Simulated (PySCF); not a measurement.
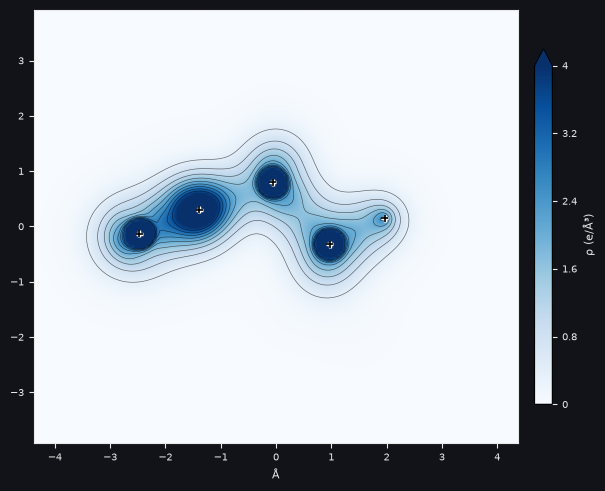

The electron density on a plane through atoms (crosses mark nuclei in the plane).

These are results of wB97X-D/pcSseg-1, SCF density, in a chloroform solvent model, non-relativistic in PySCF, not measurements.

Candidates:
A. C₄H₇N (SMILES [C-]#[N+]CCC)
B. C₅H₁₀S (SMILES C1CCSCC1)

Which candidate gave the map?

Answer. Candidate A: C₄H₇N on the plane of atoms N2, C3 and C4, which holds C, N and H. C–N (1.17 Å): ρ is about 3.3 e/Å³ halfway. C–C (1.53 Å): ρ is about 1.7 e/Å³ halfway.
